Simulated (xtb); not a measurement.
C₄H₁₀Si: energy and gradient calculation

System: C₄H₁₀Si, multiplicity 3.
Method: GFN1-xTB (xtb 6.7.1).

The geometry is that of the parent species in another charge or spin state. The geometry comes from this level: GFN2-xTB.

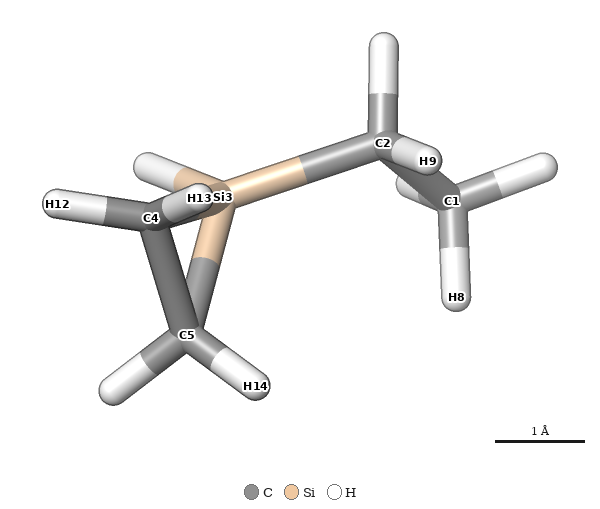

**Figure 1.** The structure (stick view, seen at a tilt; atoms are numbered from 1 in the order of the input).

## The input (struc.xyz)
```
15

C     -0.171660    -1.797410     1.419210
C      0.751680    -1.023590     0.483010
Si    -0.194920    -0.026580    -0.822220
C      0.446250     1.667220    -1.335560
C     -0.789110     1.713820    -0.416990
H      0.403900    -2.371180     2.144340
H     -0.795940    -2.489960     0.858660
H     -0.824160    -1.117830     1.962520
H      1.380750    -0.355270     1.072770
H      1.423440    -1.727780    -0.011200
H     -0.960980    -0.803850    -1.787600
H      0.291690     2.024140    -2.343070
H      1.359350     2.065070    -0.915560
H     -0.629880     2.143240     0.562520
H     -1.690400     2.099960    -0.870830
```

Run as:
```bash
xtb struc.xyz --json --grad -c 0 --uhf 2 --gfn 1 | tee xtb.out
```

## The program's output
```
* xtb version 6.7.1
   ID    Z sym.   atoms
    1    6 C      1, 2, 4, 5
    2   14 Si     3
    3    1 H      6-15

           -------------------------------------------------
          |                Calculation Setup                |
           -------------------------------------------------

          program call               : xtb struc.xyz --json --grad -c 0 --uhf 2 --gfn 1
          coordinate file            : struc.xyz
          omp threads                :                     1

           -------------------------------------------------
          |                 G F N 1 - x T B                 |
           -------------------------------------------------

      * Hamiltonian:
        H0-scaling (s, p, d)           1.850000    2.250000    2.000000
        zeta-weighting                 0.000000
      * Dispersion:
        s8                             2.400000
        a1                             0.630000
        a2                             5.000000
        s9                             0.000000
      * Repulsion:
        kExp                           1.500000
        rExp                           1.000000
      * Coulomb:
        alpha                          2.000000
        third order                    atomic
        anisotropic                    false
      * Halogen bond correction:
        rad-scale                      1.300000
        damping                        0.440000

          ...................................................
          :                      SETUP                      :
          :.................................................:
          :  # basis functions                  46          :
          :  # atomic orbitals                  45          :
          :  # shells                           31          :
          :  # electrons                        30          :
          :  # halogen bonds                     0          :
          :  max. iterations                   250          :
          :  Hamiltonian                  GFN1-xTB          :
          :  restarted?                      false          :
          :  GBSA solvation                  false          :
          :  PC potential                    false          :
          :  electronic temp.          300.0000000     K    :
          :  accuracy                    1.0000000          :
          :  -> integral cutoff          0.2500000E+02      :
          :  -> integral neglect         0.1000000E-07      :
          :  -> SCF convergence          0.1000000E-05 Eh   :
          :  -> wf. convergence          0.2000000E-04 e    :
          :  Broyden damping             0.4000000          :
          :  net charge                          0          :
          :  unpaired electrons                  2          :
          ...................................................

 iter      E             dE          RMSdq      gap      omega  full diag
   1    -15.6465280 -0.156465E+02  0.780E+00    0.50       0.0  T
   2    -15.6709670 -0.244390E-01  0.474E+00    0.53       1.0  T
   3    -15.6714974 -0.530415E-03  0.492E-01    0.50       1.0  T
   4    -15.6725606 -0.106317E-02  0.563E-02    0.51       1.0  T
   5    -15.6725859 -0.253299E-04  0.164E-02    0.51       1.6  T
   6    -15.6725889 -0.297507E-05  0.323E-03    0.51       8.0  T
   7    -15.6725889 -0.510195E-07  0.581E-04    0.51      44.5  T
   8    -15.6725889 -0.142166E-08  0.144E-04    0.51     179.1  T
   9    -15.6725889 -0.403464E-10  0.473E-05    0.51     545.6  T

   *** convergence criteria satisfied after 9 iterations ***

         #    Occupation            Energy/Eh            Energy/eV
      -------------------------------------------------------------
         1        2.0000           -0.6607976             -17.9812
       ...           ...                  ...                  ...
        10        2.0000           -0.5017985             -13.6546
        11        2.0000           -0.4846166             -13.1871
        12        2.0000           -0.4720595             -12.8454
        13        2.0000           -0.4581630             -12.4673
        14        2.0000           -0.4290379             -11.6747
        15        1.0000           -0.3976706             -10.8212
        16        1.0000           -0.2003109              -5.4507 (HOMO)
        17        0.0000           -0.1814508              -4.9375 (LUMO)
        18                         -0.1553660              -4.2277
        19                         -0.1259714              -3.4279
        20                         -0.1195322              -3.2526
        21                         -0.1105558              -3.0084
       ...                                ...                  ...
        45                          1.4178683              38.5822
      -------------------------------------------------------------
                  HL-Gap            0.0188601 Eh            0.5132 eV
             Fermi-level           -0.3021175 Eh           -8.2210 eV

 transition dipole moment (au) for excitation:          15          16
     X       Y       Z
  -0.0419  -1.0161   0.0068  total (au/Debye):    1.017   2.585
 dE (eV)             :    5.370
 oscillator strength :  0.19244E+00

 SCC (total)                   0 d,  0 h,  0 min,  0.022 sec
 SCC setup                      ...        0 min,  0.000 sec (  0.603%)
 Dispersion                     ...        0 min,  0.000 sec (  0.294%)
 classical contributions        ...        0 min,  0.000 sec (  0.073%)
 integral evaluation            ...        0 min,  0.004 sec ( 17.472%)
 iterations                     ...        0 min,  0.005 sec ( 22.052%)
 molecular gradient             ...        0 min,  0.008 sec ( 37.572%)
 printout                       ...        0 min,  0.005 sec ( 21.847%)

         :::::::::::::::::::::::::::::::::::::::::::::::::::::
         ::                     SUMMARY                     ::
         :::::::::::::::::::::::::::::::::::::::::::::::::::::
         :: total energy             -15.451992606508 Eh    ::
         :: gradient norm              0.125114851229 Eh/a0 ::
         :: HOMO-LUMO gap              0.513209268730 eV    ::
         ::.................................................::
         :: SCC energy               -15.672588939804 Eh    ::
         :: -> electrostatic           0.001630018614 Eh    ::
         :: repulsion energy           0.225691456042 Eh    ::
         :: dispersion energy         -0.005095122746 Eh    ::
         :: halogen bond corr.         0.000000000000 Eh    ::
         :: add. restraining           0.000000000000 Eh    ::
         :: total charge              -0.000000000000 e     ::
         :::::::::::::::::::::::::::::::::::::::::::::::::::::

           -------------------------------------------------
          |                Property Printout                |
           -------------------------------------------------

    * Orbital Energies and Occupations

         #    Occupation            Energy/Eh            Energy/eV
      -------------------------------------------------------------
         1        2.0000           -0.6607976             -17.9812
       ...           ...                  ...                  ...
         4        2.0000           -0.6015139             -16.3680
         5        2.0000           -0.5770868             -15.7033
         6        2.0000           -0.5598592             -15.2345
         7        2.0000           -0.5337856             -14.5250
         8        2.0000           -0.5249560             -14.2848
         9        2.0000           -0.5085364             -13.8380
        10        2.0000           -0.5017985             -13.6546
        11        2.0000           -0.4846166             -13.1871
        12        2.0000           -0.4720595             -12.8454
        13        2.0000           -0.4581630             -12.4673
        14        2.0000           -0.4290379             -11.6747
        15        1.0000           -0.3976706             -10.8212
        16        1.0000           -0.2003109              -5.4507 (HOMO)
        17        0.0000           -0.1814508              -4.9375 (LUMO)
        18                         -0.1553660              -4.2277
        19                         -0.1259714              -3.4279
        20                         -0.1195322              -3.2526
        21                         -0.1105558              -3.0084
        22                         -0.0868762              -2.3640
        23                         -0.0813205              -2.2128
        24                         -0.0671890              -1.8283
        25                         -0.0577164              -1.5705
        26                         -0.0498898              -1.3576
        27                         -0.0367868              -1.0010
       ...                                ...                  ...
        45                          1.4178683              38.5822
      -------------------------------------------------------------
                  HL-Gap            0.0188601 Eh            0.5132 eV
             Fermi-level           -0.3021175 Eh           -8.2210 eV

  Mulliken/CM5 charges         n(s)   n(p)   n(d)
     1     -0.06457 -0.21259   1.008  3.057  0.000
     2     -0.11049 -0.18280   1.020  3.090  0.000
     3      0.04958 -0.17965   1.241  2.009  0.700
     4     -0.07077 -0.14009   1.038  3.033  0.000
     5     -0.06423 -0.13353   1.036  3.028  0.000
     6      0.01769  0.06913   0.982  0.000  0.000
     7      0.01119  0.06427   0.989  0.000  0.000
     8      0.01047  0.06361   0.990  0.000  0.000
     9      0.03707  0.09530   0.963  0.000  0.000
    10      0.02488  0.08281   0.975  0.000  0.000
    11     -0.04085  0.04627   1.041  0.000  0.000
    12      0.04758  0.10448   0.952  0.000  0.000
    13      0.04909  0.10587   0.951  0.000  0.000
    14      0.05237  0.10909   0.948  0.000  0.000
    15      0.05099  0.10783   0.949  0.000  0.000

Wiberg/Mayer (AO) data.
largest (>0.10) Wiberg bond orders for each atom

 ---------------------------------------------------------------------------
     #   Z sym  total        # sym  WBO       # sym  WBO       # sym  WBO
 ---------------------------------------------------------------------------
     1   6      3.996 --     6      0.982     8      0.982     7      0.982
                             2      0.979
     2   6      3.977 --     3      1.031     1      0.979    10      0.939
                             9      0.937
     3  14      3.753 --     2      1.031    11      0.917     5      0.700
                             4      0.685
     4   6      3.817 --     5      1.169    13      0.952    12      0.950
                             3      0.685
     5   6      3.842 --     4      1.169    14      0.953    15      0.952
                             3      0.700
     6   1      1.009 --     1      0.982
     7   1      1.042 --     1      0.982
     8   1      1.033 --     1      0.982
     9   1      1.006 --     2      0.937
    10   1      1.052 --     2      0.939
    11   1      0.997 --     3      0.917
    12   1      1.014 --     4      0.950
    13   1      1.008 --     4      0.952
    14   1      1.002 --     5      0.953
    15   1      1.008 --     5      0.952
 ---------------------------------------------------------------------------

Topologies differ in total number of bonds
Writing topology from bond orders to xtbtopo.mol

 dipole moment from electron density (au)
     X       Y       Z
   0.0999   1.4877   0.2331  total (Debye):    3.836

           -------------------------------------------------
          | TOTAL ENERGY              -15.451992606508 Eh   |
          | GRADIENT NORM               0.125114851229 Eh/α |
          | HOMO-LUMO GAP               0.513209268730 eV   |
           -------------------------------------------------

------------------------------------------------------------------------
------------------------------------------------------------------------
 total:
 *  cpu-time:     0 d,  0 h,  0 min,  0.032 sec
 * ratio c/w:     0.993 speedup
 SCF:
 *  cpu-time:     0 d,  0 h,  0 min,  0.022 sec
 * ratio c/w:     0.990 speedup
```

## Summary

```json
{"quantity": "outcome", "value": "converged"}
{"quantity": "electrons treated", "value": "30"}
{"quantity": "total energy", "value": "−15.451993 hartree"}
{"quantity": "dispersion energy", "value": "−0.005095 hartree"}
{"quantity": "basis functions", "value": "46"}
{"quantity": "largest force", "value": "5.040 eV/Å"}
{"quantity": "dipole moment", "value": "3.84 D"}
{"quantity": "hardware", "value": "1 thread of Arm Neoverse N1, 98 GiB of memory available, shared host"}
{"quantity": "peak memory", "value": "0.071 GiB"}
```
